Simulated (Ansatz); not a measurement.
# Geometry relaxation of CH4AlFO (part 1 of 2)

The run: geometry relaxation of CH4AlFO, SMILES [OH][AlH][CH2]F. Method and program: RKS BLYP-D4/def2-SVP (Ansatz 0.2.0).

It belongs to a series of runs on one base structure; here: end point A relaxed. Figures and captions count atoms from 1; the log counts them from 0 in places.

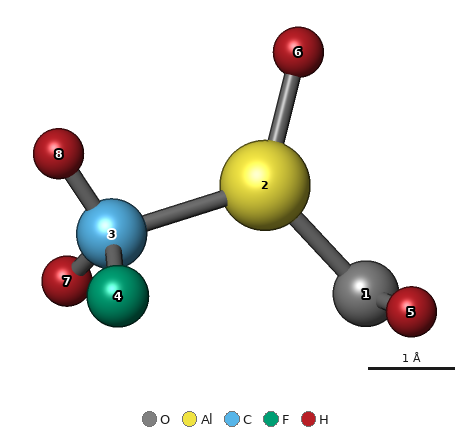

*The starting structure (ball-and-stick view, seen at a tilt; atoms are numbered from 1 in the order of the input). Sticks mark near contacts.*

### Input file
```yaml
crystal:
  periodic: [false, false, false]
  atoms:
    - { symbol: O, position_ang: [-1.6268, 0.9738, -0.9332] }
    - { symbol: Al, position_ang: [-0.4085, 0.6733, 0.3322] }
    - { symbol: C, position_ang: [0.6224, -1.0057, 0.2404] }
    - { symbol: F, position_ang: [1.4267, -1.0454, -0.9409] }
    - { symbol: H, position_ang: [-1.1831, 1.4941, -1.6749] }
    - { symbol: H, position_ang: [-0.1441, 1.7459, 1.5026] }
    - { symbol: H, position_ang: [-0.0025, -1.8758, 0.3222] }
    - { symbol: H, position_ang: [1.408, -1.0173, 1.0959] }
basis:
  gaussian: { orbitals: def2-SVP }
hamiltonian:
  xc: blyp
  dispersion: d4
relax:
  f_tol: 0.015
  max_steps: 40
output:
  orbitals: {}
```

Run on 1 thread of Arm Neoverse V2, 128 GiB of memory available, shared host.

Command:
```bash
ansatz run input.yaml --threads 1 --pin off --max-ram 2048MiB --backend cpu --events-out ev --progress --plain --runs-dir out
```

### The program's output
```
The last accepted step is kept in [file] (removed where the run ends without a failure and the disk answers)
Engine: ansatz 0.2.0, aarch64-unknown-linux-gnu
Functional definition: BLYP
  parameter beta = 0.0042
  parameter a = 0.04918
  parameter b = 0.132
  parameter c = 0.2533
  parameter d = 0.349
  exchange = b88_x(beta = beta)
  correlation = lyp_c(a = a, b = b, c = c, d = d)
874 factors; their error is unknown
mean field evaluation 1: about -12444.9369 eV, gradient 7.2e1 eV
mean field evaluation 2: about -12360.8389 eV, gradient 1.8e2 eV
mean field evaluation 4: about -12454.8745 eV, gradient 1.6e1 eV
mean field evaluation 8: about -12455.5107 eV, gradient 1.0e-1 eV
mean field evaluation 16: about -12455.4669 eV, gradient 1.6e-4 eV
mean field -12455.46685233 eV, -457.7299642045 hartree, gradient 4.1e-5 eV, S^2 0.000000; 0 other end points of the search recorded, 0 dependent functions left out
the calculation of the forces begins
reference -12455.46716407 eV, -457.7299756605 hartree; 20, 20 occupied and 60, 60 virtual orbitals, 874 factors
relax step   1: F+E_penalty+E_count = -12455.70739905 eV  Δ(F+E_penalty+E_count) = +0.000e0 eV  max|allowed force component| = 2.258e0 eV/Å  Δτ_max = 0.0000 Å  (26 SCF iters, accepted)
these checks for a lower state are left out or cut short: starts, cluster_reference, orbital_swaps, neighbouring_geometries, increment
874 factors; their error is unknown
mean field -12455.62762147 eV, -457.7358723614 hartree, gradient 1.1e-5 eV, S^2 0.000000; 0 other end points of the search recorded, 0 dependent functions left out
[... from here on the field's lines of each further geometry are left out, up to the last ...]
relax step   2: F+E_penalty+E_count = -12455.86818344 eV  Δ(F+E_penalty+E_count) = -1.608e-1 eV  max|allowed force component| = 1.100e0 eV/Å  Δτ_max = 0.0659 Å  (27 SCF iters, accepted)
relax step   3: F+E_penalty+E_count = -12455.92888644 eV  Δ(F+E_penalty+E_count) = -6.070e-2 eV  max|allowed force component| = 6.182e-1 eV/Å  Δτ_max = 0.0840 Å  (28 SCF iters, accepted)
relax step   4: F+E_penalty+E_count = -12455.93898376 eV  Δ(F+E_penalty+E_count) = -1.010e-2 eV  max|allowed force component| = 1.861e0 eV/Å  Δτ_max = 0.1944 Å  (34 SCF iters, accepted)
relax step   5: F+E_penalty+E_count = -12456.06847786 eV  Δ(F+E_penalty+E_count) = -1.295e-1 eV  max|allowed force component| = 2.579e-1 eV/Å  Δτ_max = 0.2000 Å  (33 SCF iters, accepted)
relax step   6: F+E_penalty+E_count = -12456.09633259 eV  Δ(F+E_penalty+E_count) = -2.785e-2 eV  max|allowed force component| = 1.233e-1 eV/Å  Δτ_max = 0.1732 Å  (28 SCF iters, accepted)
relax step   7: F+E_penalty+E_count = -12456.10145453 eV  Δ(F+E_penalty+E_count) = -5.122e-3 eV  max|allowed force component| = 1.271e-1 eV/Å  Δτ_max = 0.0681 Å  (27 SCF iters, accepted)
relax step   8: F+E_penalty+E_count = -12456.10403061 eV  Δ(F+E_penalty+E_count) = -2.576e-3 eV  max|allowed force component| = 1.994e-1 eV/Å  Δτ_max = 0.0593 Å  (28 SCF iters, accepted)
relax step   9: F+E_penalty+E_count = -12456.10633990 eV  Δ(F+E_penalty+E_count) = -2.309e-3 eV  max|allowed force component| = 1.183e-1 eV/Å  Δτ_max = 0.0428 Å  (27 SCF iters, accepted)
relax step  10: F+E_penalty+E_count = -12456.10940750 eV  Δ(F+E_penalty+E_count) = -3.068e-3 eV  max|allowed force component| = 1.615e-1 eV/Å  Δτ_max = 0.1065 Å  (28 SCF iters, accepted)
relax step  11: F+E_penalty+E_count = -12456.11361155 eV  Δ(F+E_penalty+E_count) = -4.204e-3 eV  max|allowed force component| = 1.770e-1 eV/Å  Δτ_max = 0.0686 Å  (28 SCF iters, accepted)
relax step  12: F+E_penalty+E_count = -12456.11901365 eV  Δ(F+E_penalty+E_count) = -5.402e-3 eV  max|allowed force component| = 2.723e-1 eV/Å  Δτ_max = 0.1334 Å  (29 SCF iters, accepted)
relax step  13: F+E_penalty+E_count = -12456.12557685 eV  Δ(F+E_penalty+E_count) = -6.563e-3 eV  max|allowed force component| = 1.938e-1 eV/Å  Δτ_max = 0.0782 Å  (28 SCF iters, accepted)
relax step  14: F+E_penalty+E_count = -12456.13038628 eV  Δ(F+E_penalty+E_count) = -4.809e-3 eV  max|allowed force component| = 1.310e-1 eV/Å  Δτ_max = 0.0447 Å  (28 SCF iters, accepted)
relax step  15: F+E_penalty+E_count = -12456.13271023 eV  Δ(F+E_penalty+E_count) = -2.324e-3 eV  max|allowed force component| = 1.270e-1 eV/Å  Δτ_max = 0.0630 Å  (28 SCF iters, accepted)
relax step  16: F+E_penalty+E_count = -12456.13386789 eV  Δ(F+E_penalty+E_count) = -1.158e-3 eV  max|allowed force component| = 8.102e-2 eV/Å  Δτ_max = 0.0168 Å  (28 SCF iters, accepted)
relax step  17: F+E_penalty+E_count = -12456.13523548 eV  Δ(F+E_penalty+E_count) = -1.368e-3 eV  max|allowed force component| = 3.069e-2 eV/Å  Δτ_max = 0.0368 Å  (28 SCF iters, accepted)
relax step  18: F+E_penalty+E_count = -12456.13884776 eV  Δ(F+E_penalty+E_count) = -3.612e-3 eV  max|allowed force component| = 9.659e-2 eV/Å  Δτ_max = 0.0924 Å  (28 SCF iters, accepted)
relax step  19: F+E_penalty+E_count = -12456.14761630 eV  Δ(F+E_penalty+E_count) = -8.769e-3 eV  max|allowed force component| = 1.582e-1 eV/Å  Δτ_max = 0.0991 Å  (27 SCF iters, accepted)
relax step  20: F+E_penalty+E_count = -12456.16394534 eV  Δ(F+E_penalty+E_count) = -1.633e-2 eV  max|allowed force component| = 2.141e-1 eV/Å  Δτ_max = 0.1150 Å  (29 SCF iters, accepted)
relax step  21: F+E_penalty+E_count = -12456.18142911 eV  Δ(F+E_penalty+E_count) = -1.748e-2 eV  max|allowed force component| = 1.952e-1 eV/Å  Δτ_max = 0.0842 Å  (29 SCF iters, accepted)
relax step  22: F+E_penalty+E_count = -12456.17488293 eV  Δ(F+E_penalty+E_count) = +6.546e-3 eV  max|allowed force component| = 3.961e-1 eV/Å  Δτ_max = 0.1948 Å  (34 SCF iters, rejected (line search))
relax step  23: F+E_penalty+E_count = -12456.19145537 eV  Δ(F+E_penalty+E_count) = -1.003e-2 eV  max|allowed force component| = 3.596e-1 eV/Å  Δτ_max = 0.0973 Å  (29 SCF iters, accepted)
relax step  24: F+E_penalty+E_count = -12456.19845967 eV  Δ(F+E_penalty+E_count) = -7.004e-3 eV  max|allowed force component| = 1.079e-1 eV/Å  Δτ_max = 0.0358 Å  (29 SCF iters, accepted)
relax step  25: F+E_penalty+E_count = -12456.19831079 eV  Δ(F+E_penalty+E_count) = +1.489e-4 eV  max|allowed force component| = 1.246e-1 eV/Å  Δτ_max = 0.0160 Å  (30 SCF iters, rejected (line search))
relax step  26: F+E_penalty+E_count = -12456.19940501 eV  Δ(F+E_penalty+E_count) = -9.453e-4 eV  max|allowed force component| = 3.100e-2 eV/Å  Δτ_max = 0.0080 Å  (30 SCF iters, accepted)
the calculation of the forces begins
reference -12455.94586398 eV, -457.7475675579 hartree; 20, 20 occupied and 60, 60 virtual orbitals, 874 factors
relax step  27: F+E_penalty+E_count = -12456.19948299 eV  Δ(F+E_penalty+E_count) = -7.798e-5 eV  max|allowed force component| = 8.212e-3 eV/Å  Δτ_max = 0.0035 Å  (24 SCF iters, accepted)
```

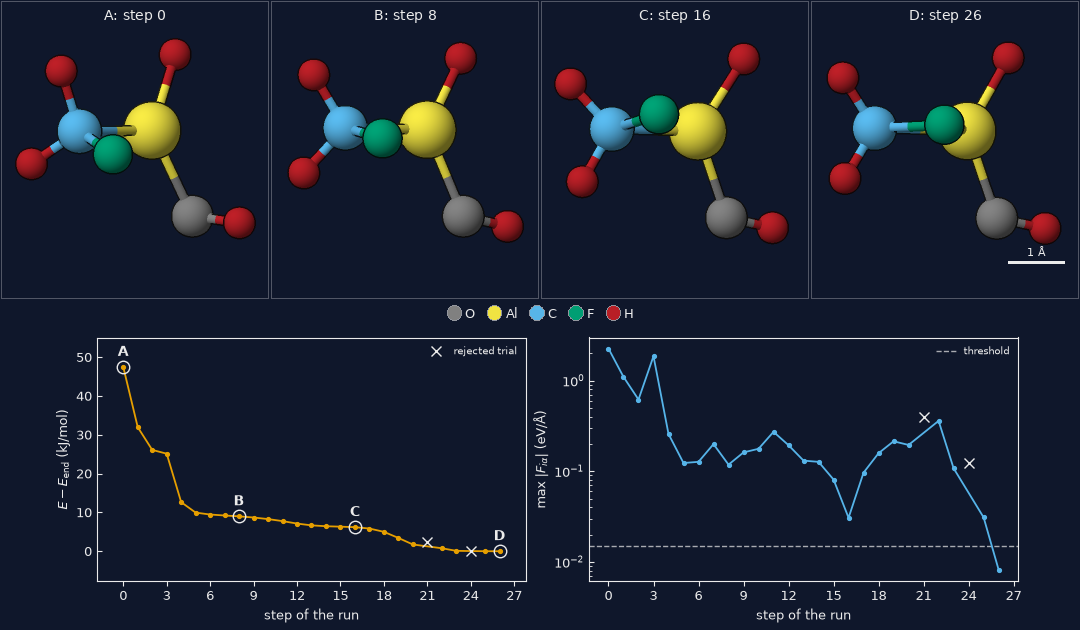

*Frames of the relaxation (ball-and-stick view, seen at a tilt) above the curves, on which the letters mark them (the first geometry is step 0 here and step 1 in the log).*

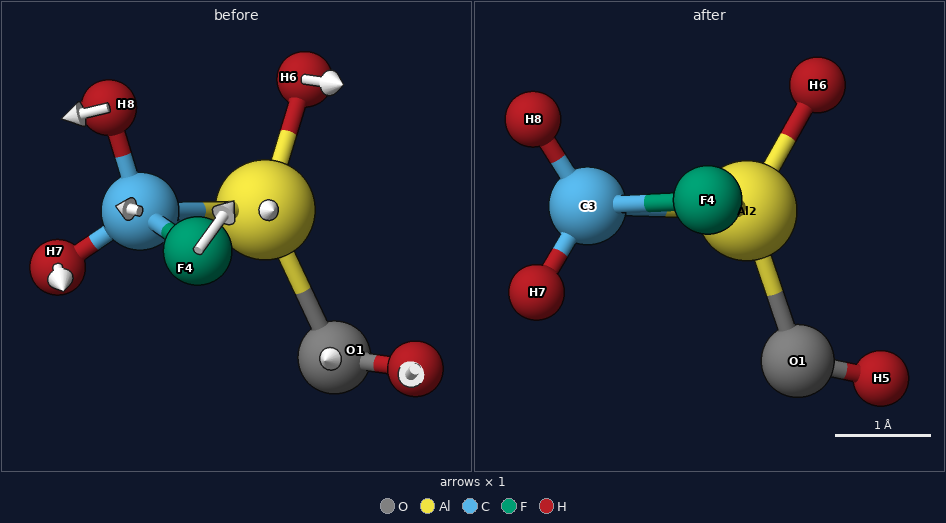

*Before (left) and after (right) the relaxation, at one scale (ball-and-stick view, seen at a tilt). The white arrows give the displacements, at true length.*

F4 moves most after the best rigid fit: 0.82 Å. By element the largest moves are F 0.82 Å, H 0.68 Å, C 0.34 Å, O 0.33 Å, Al 0.27 Å. Distances before and after: Al2–F4 2.818 → 1.997 Å, C3–F4 1.430 → 1.574 Å, O1–Al2 1.782 → 1.724 Å, C3–H8 1.162 → 1.105 Å. New bonds form: Al2–F4 (2.82 → 2.00 Å). Among the angles that change: Al2–C3–F4 110.9° → 67.8°, Al2–C3–H8 109.1° → 125.5°, Al2–O1–H5 108.0° → 123.4°. After 26 geometry steps the energy has fallen by 47.5 kJ/mol. Largest force component: 2.3 eV/Å at the start, 0.0082 eV/Å at the end. The line search rejected the trial steps at points 21, 24 (counted from 0) and went back. (Atoms are counted from 1 in the order of the input.)

```
874 factors; their error is unknown
mean field -12455.94554383 eV, -457.7475557926 hartree, gradient 8.6e-6 eV, S^2 0.000000; 1 other end points of the search recorded, 0 dependent functions left out
the calculation of the forces begins
reference -12455.94586398 eV, -457.7475675579 hartree; 20, 20 occupied and 60, 60 virtual orbitals, 874 factors
Total energy: -12456.19980314 eV, -457.7568996500 hartree
Atom 0 at    -1.427760     0.787887    -1.019003 Å, force     0.003600     0.000805     0.002458 eV/Å
Atom 1 at    -0.180983     0.662967     0.164888 Å, force     0.000333    -0.003194    -0.000514 eV/Å
Atom 2 at     0.464341    -1.160060     0.487918 Å, force    -0.002380     0.005640    -0.001247 eV/Å
Atom 3 at     1.372893    -0.379925    -0.532990 Å, force    -0.008212    -0.007609     0.007194 eV/Å
Atom 4 at    -1.743110     1.633845    -1.376652 Å, force    -0.000027    -0.001256    -0.001223 eV/Å
Atom 5 at     0.351804     1.899292     1.001125 Å, force    -0.000118     0.001246     0.000244 eV/Å
Atom 6 at     0.103478    -2.037436    -0.079961 Å, force     0.002600     0.001944    -0.004421 eV/Å
Atom 7 at     1.151438    -1.463669     1.298975 Å, force     0.004204     0.002423    -0.002491 eV/Å
Dipole moment:    -0.044771    -0.053363     0.101164 e Å
```

### Trajectory as extended XYZ (Å, eV, eV/Å), 27 frames, from step=1 to step=27
```
8
Properties=species:S:1:pos:R:3:forces:R:3 step=1 energy=-12455.70740
O    -1.6268    0.9738   -0.9332    1.5420   0.6677  -0.2874
Al   -0.4085    0.6733    0.3322   -0.6681   0.4574  -0.5297
C     0.6224   -1.0057    0.2404    2.2582   1.0940   0.9401
F     1.4267   -1.0454   -0.9409   -0.5218  -0.0280  -0.1365
H    -1.1831    1.4941   -1.6749   -0.8983  -0.6371   0.7666
H    -0.1441    1.7459    1.5026   -0.1057  -0.1103  -0.1390
H    -0.0025   -1.8758    0.3222   -0.5260  -1.2623  -0.0301
H     1.4080   -1.0173    1.0959   -1.0803  -0.1815  -0.5840
8
Properties=species:S:1:pos:R:3:forces:R:3 step=2 energy=-12455.86818
O    -1.5880    0.9843   -0.9441    1.0997   0.3411  -0.0633
Al   -0.3802    0.6869    0.3087   -0.5630   0.0836  -0.2420
C     0.6555   -1.0122    0.2766    0.5603   0.2870   0.2642
F     1.3669   -1.0311   -0.9648   -0.1103   0.0124   0.1213
H    -1.2228    1.5418   -1.6774   -0.5609  -0.3400   0.3308
H    -0.1856    1.7542    1.4809    0.0007   0.0074  -0.0522
H     0.0378   -1.9221    0.3462   -0.1660  -0.3492  -0.0081
H     1.4086   -1.0590    1.1183   -0.2604  -0.0422  -0.3506
8
Properties=species:S:1:pos:R:3:forces:R:3 step=3 energy=-12455.92889
O    -1.5186    0.9552   -0.9815    0.6182   0.2096  -0.0615
Al   -0.3957    0.6782    0.3224   -0.1495  -0.0514  -0.1385
C     0.6601   -1.0207    0.3058   -0.2938  -0.1922  -0.1710
F     1.3059   -1.0098   -0.9727    0.0099   0.0518   0.1288
H    -1.2441    1.6065   -1.6631   -0.3795  -0.2002   0.1744
H    -0.2141    1.7812    1.4577    0.0021   0.0200   0.0060
H     0.0641   -1.9652    0.3776    0.0350   0.1364   0.0057
H     1.4345   -1.0825    1.0981    0.1576   0.0260   0.0561
8
Properties=species:S:1:pos:R:3:forces:R:3 step=4 energy=-12455.93898
O    -1.4205    0.8753   -1.0493    0.2727   1.8612  -1.3241
Al   -0.3674    0.6736    0.2988    0.1072  -0.1910   0.1810
C     0.6612   -1.0439    0.3296   -0.4635  -0.1836  -0.2624
F     1.3088   -1.0079   -0.9487    0.0414  -0.0206   0.0860
H    -1.3689    1.7407   -1.5981   -0.3343  -1.7849   1.1780
H    -0.2215    1.8088    1.4086    0.0344   0.0404  -0.0305
H     0.0619   -1.9928    0.3918    0.1234   0.2676  -0.0238
H     1.4384   -1.1110    1.1115    0.2187   0.0109   0.1959
8
Properties=species:S:1:pos:R:3:forces:R:3 step=5 energy=-12456.06848
O    -1.3457    0.8636   -1.0982    0.1875   0.2555  -0.0063
Al   -0.3277    0.6809    0.2892   -0.0994  -0.0205  -0.2488
C     0.6572   -1.0506    0.3266    0.0277  -0.0595   0.0642
F     1.4104   -0.9946   -0.8880    0.0094  -0.0074   0.0244
H    -1.5452    1.7306   -1.5044   -0.0806  -0.2579   0.1752
H    -0.1610    1.8627    1.3387    0.0252   0.0413   0.0413
H     0.0297   -1.9697    0.3097   -0.0475  -0.0083  -0.0445
H     1.3744   -1.1801    1.1705   -0.0222   0.0568  -0.0056
8
Properties=species:S:1:pos:R:3:forces:R:3 step=6 energy=-12456.09633
O    -1.2974    0.8717   -1.1276   -0.0498   0.0944  -0.0837
Al   -0.2828    0.6927    0.2469   -0.0322  -0.0441   0.0468
C     0.6501   -1.0671    0.3183   -0.1098   0.1233   0.1064
F     1.5024   -0.9919   -0.8232    0.1150  -0.0295  -0.0707
H    -1.6919    1.7133   -1.4138   -0.0172  -0.0466   0.0152
H    -0.0913    1.8913    1.2876    0.0287  -0.0500  -0.0375
H     0.0195   -1.9809    0.2315   -0.0124   0.0426  -0.0049
H     1.2835   -1.1862    1.2245    0.0777  -0.0901   0.0283
8
Properties=species:S:1:pos:R:3:forces:R:3 step=7 energy=-12456.10145
O    -1.3206    0.8957   -1.1354    0.0174  -0.0756   0.0016
Al   -0.2874    0.6813    0.2239   -0.0091   0.1271   0.0115
C     0.6597   -1.0661    0.3270   -0.0362  -0.0108  -0.0210
F     1.5574   -0.9992   -0.7837    0.0392   0.0067  -0.0471
H    -1.7451    1.7313   -1.3915    0.0080  -0.0119   0.0230
H    -0.0603    1.8836    1.2485    0.0109  -0.0194   0.0032
H     0.0213   -1.9698    0.2074   -0.0126  -0.0169  -0.0080
H     1.2671   -1.2140    1.2481   -0.0177   0.0010   0.0367
```
